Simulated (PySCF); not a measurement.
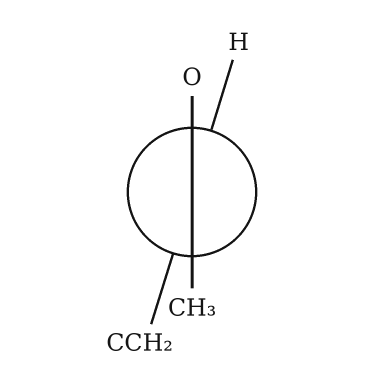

A Newman projection along the C–C bond, carbon in front; angles are drawn as computed, but eclipsed bonds slightly apart. The geometry was computed by an optimisation with PBE0-D3(BJ)/def2-TZVP. No frequency run is at hand to confirm it as a minimum.

> Which molecule is it?

C5H6O, C=C=CC(C)=O

> What is the torsion angle from the front O to the back CCH2? The sign is positive where the front bond must turn clockwise to cover the back bond.

180°, antiperiplanar (anti).
